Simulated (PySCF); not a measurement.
# TaH4: other spin states and a change of charge

How does TaH4 respond at fixed geometry? The runs cover other spin states and a change of charge. The species was built from a template and needn't be a known compound.

Program: PySCF 2.14.0. Level of theory: PBE0, Ta def2-SVP with ECP60, H def2-SVP; scalar-relativistic core potentials, no spin–orbit coupling. These are calculated values, not measurements.

2 further runs of the same task are left out: 2 for a known fault of the program.

### 1 Where the work starts

5 atoms, charge 0, spin multiplicity 2.

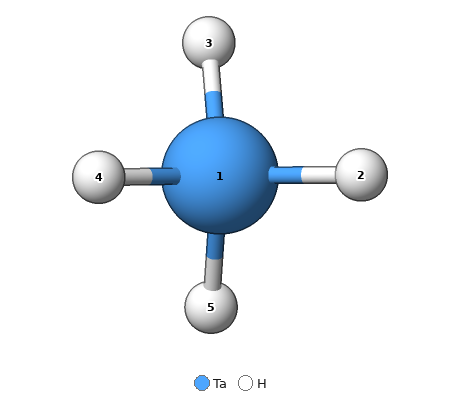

The structure; tantalum blue, hydrogen white; atoms are numbered from 1 in the order of the file.

Geometry (Å):

| atom | x (Å) | y (Å) | z (Å) |
| --- | --- | --- | --- |
| Ta1 | 0.0000 | 0.0000 | 0.0000 |
| H2 | 1.4807 | 0.0000 | 0.9677 |
| H3 | 0.0000 | 1.4807 | -0.9677 |
| H4 | -1.4807 | 0.0000 | 0.9677 |
| H5 | 0.0000 | -1.4807 | -0.9677 |

Formal oxidation states: Ta +4. An earlier session relaxed this geometry at PBE0, Ta def2-SVP with ECP60, H def2-SVP (doublet, point group D2d).

Its energy there is -59.249072 Eh.

### 2 Multiplicity 4 at the relaxed geometry

The input, run.py (the lines that set the calculation):

```python
mol = gto.M(atom='''
Ta     0.00000     0.00000     0.00000
H      1.48070     0.00000     0.96772
H      0.00000     1.48070    -0.96772
H     -1.48070     0.00000     0.96772
H      0.00000    -1.48070    -0.96772''',
    basis={'Ta': 'def2-SVP', 'H': 'def2-SVP'},
    ecp={'Ta': 'def2-SVP'},
    charge=0, spin=3)
mf = dft.UKS(mol, xc='PBE0')
mf.grids.atom_grid = (50, 194)
mf = mf.density_fit()  # fitting sets: Ta def2-universal-JKFIT, H def2-universal-JKFIT
mf.conv_tol = 1e-08; mf.max_cycle = 55
mf.kernel(dm0)  # dm0: free metal ions and neutral atoms
```

Command:

```bash
$ OMP_NUM_THREADS=2 python run.py
```

Output:

```text
init E= -58.8183459961662
cycle= 1 E= -59.0610250744999  delta_E= -0.243  |g|= 0.255  |ddm|= 1.59
cycle= 2 E= -59.0082943678438  delta_E= 0.0527  |g|=  0.4  |ddm|= 0.969
cycle= 3 E= -59.1216123229703  delta_E= -0.113  |g|= 0.0893  |ddm|= 0.65
cycle= 4 E= -59.1271876244582  delta_E= -0.00558  |g|= 0.0472  |ddm|= 0.204
cycle= 5 E= -59.1293091007416  delta_E= -0.00212  |g|= 0.0102  |ddm|= 0.0705
cycle= 6 E= -59.1295844101081  delta_E= -0.000275  |g|= 0.0043  |ddm|= 0.0414
cycle= 7 E= -59.1296364518919  delta_E= -5.2e-05  |g|= 0.00503  |ddm|= 0.0205
cycle= 8 E= -59.1296710381301  delta_E= -3.46e-05  |g|= 0.00448  |ddm|= 0.0124
cycle= 9 E= -59.1297527978578  delta_E= -8.18e-05  |g|= 0.00299  |ddm|= 0.04
cycle= 10 E= -59.1297968219919  delta_E= -4.4e-05  |g|= 0.000625  |ddm|= 0.0447
cycle= 11 E= -59.1297990717955  delta_E= -2.25e-06  |g|= 0.000132  |ddm|= 0.0103
cycle= 12 E= -59.1297991814214  delta_E= -1.1e-07  |g|= 1.51e-05  |ddm|= 0.00257
cycle= 13 E= -59.1297991827866  delta_E= -1.37e-09  |g|= 4.62e-06  |ddm|= 0.000167
Extra cycle  E= -59.1297991828648  delta_E= -7.82e-11  |g|= 5.28e-06  |ddm|= 2.53e-05
converged SCF energy = -59.1297991828648  <S^2> = 3.7531926  2S+1 = 4.001596
```

It took 2.2 s on 2 threads of Arm Neoverse N1, shared host.

Read off: E = -59.129799 Eh (+3.246 eV from the relaxed state), HOMO -5.47 eV, LUMO -6.45 eV (over both spins), ⟨S²⟩ = 3.753, Mulliken charge on Ta1 +0.60 e. An empty level of one spin lies below a filled level of the other.

### 3 One electron removed, multiplicity 1

run.py (the lines that set the calculation), as its differences from that of step 2:

```diff
@@ -8,4 +8,4 @@
     ecp={'Ta': 'def2-SVP'},
-    charge=0, spin=3)
-mf = dft.UKS(mol, xc='PBE0')
+    charge=1, spin=0)
+mf = dft.RKS(mol, xc='PBE0')
 mf.grids.atom_grid = (50, 194)
@@ -13,2 +13,2 @@
 mf.conv_tol = 1e-08; mf.max_cycle = 55
-mf.kernel(dm0)  # dm0: free metal ions and neutral atoms
+mf.kernel(dm0)  # dm0: the density of the relaxed state
```

Command:

```bash
$ OMP_NUM_THREADS=2 python run.py
```

Output:

```text
init E= -59.2086175692291
  HOMO = -0.321449735486771  LUMO = -0.136588368375657  gap/eV = 5.03033
cycle= 1 E= -58.8949786284523  delta_E= 0.314  |g|= 0.377  |ddm|= 0.807
  HOMO = -0.662052895041315  LUMO = -0.500072614989196  gap/eV = 4.40771
cycle= 2 E= -58.8383287540276  delta_E= 0.0566  |g|= 0.602  |ddm|= 1.46
  HOMO = -0.595509570898957  LUMO = -0.383480858961391  gap/eV = 5.76960
cycle= 3 E= -58.9593851906794  delta_E= -0.121  |g|= 0.0264  |ddm|= 0.814
  HOMO = -0.581524018872258  LUMO = -0.366363792828145  gap/eV = 5.85481
cycle= 4 E= -58.9596330747056  delta_E= -0.000248  |g|= 0.00466  |ddm|= 0.036
  HOMO = -0.58101932448361  LUMO = -0.365031193248361  gap/eV = 5.87734
cycle= 5 E= -58.9596403470363  delta_E= -7.27e-06  |g|= 0.000186  |ddm|= 0.00674
  HOMO = -0.58094607285845  LUMO = -0.364956549924121  gap/eV = 5.87737
cycle= 6 E= -58.9596403636206  delta_E= -1.66e-08  |g|= 5.21e-05  |ddm|= 0.000423
  HOMO = -0.580944812189532  LUMO = -0.364945368091448  gap/eV = 5.87764
cycle= 7 E= -58.9596403646328  delta_E= -1.01e-09  |g|= 2.97e-06  |ddm|= 9.14e-05
  HOMO = -0.580945513259671  LUMO = -0.3649466392659  gap/eV = 5.87763
Extra cycle  E= -58.9596403646313  delta_E= 1.56e-12  |g|= 3.9e-06  |ddm|= 9.89e-06
converged SCF energy = -58.9596403646313
```

It took 0.5 s on 2 threads of Arm Neoverse N1, shared host.

Read off: E = -58.959640 Eh (+7.876 eV from the relaxed state), HOMO -15.81 eV, LUMO -9.93 eV, Mulliken charge on Ta1 +1.34 e. 

### 4 One electron removed, multiplicity 3

run.py (the lines that set the calculation), as its differences from that of step 3:

```diff
@@ -8,4 +8,4 @@
     ecp={'Ta': 'def2-SVP'},
-    charge=1, spin=0)
-mf = dft.RKS(mol, xc='PBE0')
+    charge=1, spin=2)
+mf = dft.UKS(mol, xc='PBE0')
 mf.grids.atom_grid = (50, 194)
```

Command:

```bash
$ OMP_NUM_THREADS=2 python run.py
```

Output:

```text
init E= -59.2490721485457
cycle= 1 E= -58.8192884332377  delta_E= 0.43  |g|= 0.154  |ddm|= 0.577
cycle= 2 E= -58.8208042340371  delta_E= -0.00152  |g|= 0.187  |ddm|= 0.584
cycle= 3 E= -58.8456798355296  delta_E= -0.0249  |g|= 0.0253  |ddm|= 0.293
cycle= 4 E= -58.8461078859535  delta_E= -0.000428  |g|= 0.0209  |ddm|= 0.0655
cycle= 5 E= -58.8464770964551  delta_E= -0.000369  |g|= 0.00518  |ddm|= 0.032
cycle= 6 E= -58.8466788763627  delta_E= -0.000202  |g|= 0.00411  |ddm|= 0.0412
cycle= 7 E= -58.8468101456471  delta_E= -0.000131  |g|= 0.00332  |ddm|= 0.0314
cycle= 8 E= -58.846972221828  delta_E= -0.000162  |g|= 0.00343  |ddm|= 0.0415
cycle= 9 E= -58.847260379658  delta_E= -0.000288  |g|= 0.00302  |ddm|= 0.0766
cycle= 10 E= -58.8474832067353  delta_E= -0.000223  |g|= 0.00256  |ddm|= 0.0654
cycle= 11 E= -58.8477903663633  delta_E= -0.000307  |g|= 0.01  |ddm|= 0.327
cycle= 12 E= -58.8479073540643  delta_E= -0.000117  |g|= 0.00516  |ddm|= 0.0653
cycle= 13 E= -58.8479330933612  delta_E= -2.57e-05  |g|= 0.000825  |ddm|= 0.0394
cycle= 14 E= -58.8479213965764  delta_E= 1.17e-05  |g|= 0.00211  |ddm|= 0.0176
cycle= 15 E= -58.8479343471597  delta_E= -1.3e-05  |g|= 0.00106  |ddm|= 0.0201
cycle= 16 E= -58.8479344403643  delta_E= -9.32e-08  |g|= 0.00125  |ddm|= 0.00298
cycle= 17 E= -58.8479389542986  delta_E= -4.51e-06  |g|= 0.000427  |ddm|= 0.0136
cycle= 18 E= -58.8479396886495  delta_E= -7.34e-07  |g|= 0.000118  |ddm|= 0.00689
cycle= 19 E= -58.8479397179259  delta_E= -2.93e-08  |g|= 0.000101  |ddm|= 0.00362
cycle= 20 E= -58.8479397416804  delta_E= -2.38e-08  |g|= 1.71e-05  |ddm|= 0.00158
cycle= 21 E= -58.8479397422727  delta_E= -5.92e-10  |g|= 4.34e-07  |ddm|= 0.000202
Extra cycle  E= -58.8479397422735  delta_E= -7.39e-13  |g|= 1.89e-07  |ddm|= 1.3e-06
converged SCF energy = -58.8479397422735  <S^2> = 2.0150743  2S+1 = 3.0100327
```

Wall time 1.9 s (2 threads of Arm Neoverse N1, shared host).

Read off: E = -58.847940 Eh (+10.915 eV from the relaxed state), HOMO -12.77 eV, LUMO -13.18 eV (over both spins), ⟨S²⟩ = 2.015, Mulliken charge on Ta1 +1.12 e. An empty level of one spin lies below a filled level of the other.

### 5 One electron added, multiplicity 1

run.py (the lines that set the calculation), as its differences from that of step 4:

```diff
@@ -8,4 +8,4 @@
     ecp={'Ta': 'def2-SVP'},
-    charge=1, spin=2)
-mf = dft.UKS(mol, xc='PBE0')
+    charge=-1, spin=0)
+mf = dft.RKS(mol, xc='PBE0')
 mf.grids.atom_grid = (50, 194)
```

Command:

```bash
$ OMP_NUM_THREADS=2 python run.py
```

Output:

```text
init E= -59.2086175692291
  HOMO = -0.136588368375657  LUMO = -0.104532312066187  gap/eV = 0.87229
cycle= 1 E= -59.1800300905002  delta_E= 0.0286  |g|= 0.377  |ddm|= 0.749
  HOMO = 0.186330530423254  LUMO = 0.192439430493075  gap/eV = 0.16623
cycle= 2 E= -59.1094138393504  delta_E= 0.0706  |g|= 0.603  |ddm|= 1.64
  HOMO = 0.0849254520116944  LUMO = 0.13503854557457  gap/eV = 1.36365
cycle= 3 E= -59.242095993296  delta_E= -0.133  |g|= 0.0217  |ddm|= 0.939
  HOMO = 0.0743389366640308  LUMO = 0.128918057550063  gap/eV = 1.48517
cycle= 4 E= -59.2422881969716  delta_E= -0.000192  |g|= 0.00252  |ddm|= 0.0453
  HOMO = 0.073697844124831  LUMO = 0.128327261465192  gap/eV = 1.48654
cycle= 5 E= -59.2422924044161  delta_E= -4.21e-06  |g|= 0.000241  |ddm|= 0.00942
  HOMO = 0.0736409162395653  LUMO = 0.12831220820494  gap/eV = 1.48768
cycle= 6 E= -59.2422924711962  delta_E= -6.68e-08  |g|= 6.96e-05  |ddm|= 0.00193
  HOMO = 0.0736593798378227  LUMO = 0.12833455803324  gap/eV = 1.48779
cycle= 7 E= -59.2422924746506  delta_E= -3.45e-09  |g|= 9.35e-06  |ddm|= 0.000475
  HOMO = 0.0736626214321041  LUMO = 0.128336443780307  gap/eV = 1.48775
Extra cycle  E= -59.242292474744  delta_E= -9.34e-11  |g|= 1.02e-05  |ddm|= 0.000115
converged SCF energy = -59.242292474744
```

It took 0.5 s on 2 threads of Arm Neoverse N1, shared host.

Read off: E = -59.242292 Eh (+0.184 eV from the relaxed state), HOMO 2.00 eV, LUMO 3.49 eV, Mulliken charge on Ta1 +0.16 e. The gap is small, and the closed shell wasn't tested for a lower spin-broken solution. The highest filled level lies above zero; it isn't the detachment energy.

### 6 One electron added, multiplicity 3

run.py (the lines that set the calculation), as its differences from that of step 5:

```diff
@@ -8,4 +8,4 @@
     ecp={'Ta': 'def2-SVP'},
-    charge=-1, spin=0)
-mf = dft.RKS(mol, xc='PBE0')
+    charge=-1, spin=2)
+mf = dft.UKS(mol, xc='PBE0')
 mf.grids.atom_grid = (50, 194)
```

Command:

```bash
$ OMP_NUM_THREADS=2 python run.py
```

Output:

```text
init E= -59.2490721485457
  HOMO = -0.112820560755  LUMO = -0.0958262480547  gap/eV = 0.46244
cycle= 1 E= -59.2256934000829  delta_E= 0.0234  |g|= 0.272  |ddm|= 0.767
  HOMO = 0.150403842746  LUMO = 0.19934187691  gap/eV = 1.33167
cycle= 2 E= -59.1735518893484  delta_E= 0.0521  |g|= 0.401  |ddm|= 1.02
  HOMO = 0.0445084270695  LUMO = 0.161576663375  gap/eV = 3.18559
cycle= 3 E= -59.2896902366341  delta_E= -0.116  |g|= 0.0139  |ddm|= 0.555
  HOMO = 0.0324814790779  LUMO = 0.157988722985  gap/eV = 3.41523
cycle= 4 E= -59.2899304474186  delta_E= -0.00024  |g|= 0.00205  |ddm|= 0.0339
  HOMO = 0.0319046831209  LUMO = 0.158161850742  gap/eV = 3.43563
cycle= 5 E= -59.289943917963  delta_E= -1.35e-05  |g|= 0.000685  |ddm|= 0.00962
  HOMO = 0.0318520653835  LUMO = 0.158208232409  gap/eV = 3.43833
cycle= 6 E= -59.2899450289799  delta_E= -1.11e-06  |g|= 0.000175  |ddm|= 0.00256
  HOMO = 0.0319060050172  LUMO = 0.158261385526  gap/eV = 3.43831
cycle= 7 E= -59.2899451423098  delta_E= -1.13e-07  |g|= 4.06e-05  |ddm|= 0.000915
  HOMO = 0.0318965459168  LUMO = 0.158256103579  gap/eV = 3.43842
cycle= 8 E= -59.2899451459967  delta_E= -3.69e-09  |g|= 5.17e-06  |ddm|= 0.000186
  HOMO = 0.0318946348351  LUMO = 0.158255625346  gap/eV = 3.43846
Extra cycle  E= -59.2899451460254  delta_E= -2.87e-11  |g|= 4.66e-06  |ddm|= 2.39e-05
converged SCF energy = -59.2899451460254  <S^2> = 2.0095623  2S+1 = 3.0063681
```

Run time: 0.9 s. Hardware: 2 threads of Arm Neoverse N1, shared host.

Read off: E = -59.289945 Eh (-1.112 eV from the relaxed state), HOMO 0.87 eV, LUMO 3.83 eV (over both spins), ⟨S²⟩ = 2.010, Mulliken charge on Ta1 +0.19 e. The highest filled level lies above zero; it isn't the detachment energy.

### 7 The states side by side

| state | energy from the relaxed state (eV) | ⟨S²⟩ | time |
| --- | --- | --- | --- |
| charge 0, doublet, vacuum (relaxed) | 0 | 0.75 |  |
| charge -1, triplet, vacuum | -1.11 | 2.01 | 0.9 s |
| charge -1, singlet, vacuum | 0.18 | 0.00 | 0.5 s |
| charge 0, quartet, vacuum | 3.25 | 3.75 | 2.2 s |
| charge +1, singlet, vacuum | 7.88 | 0.00 | 0.5 s |
| charge +1, triplet, vacuum | 10.92 | 2.02 | 1.9 s |

An electron taken off or put on is at rest in vacuum. 

Removing an electron vertically costs 7.88 eV (singlet), against −HOMO = 5.73 eV. Adding an electron vertically releases 1.11 eV (triplet). The quartet lies 3.25 eV above at this geometry. The bases are small and lack diffuse functions. Spin–orbit coupling is left out for this open shell, where it can reorder the states. Open shells may have lower solutions than the one found.
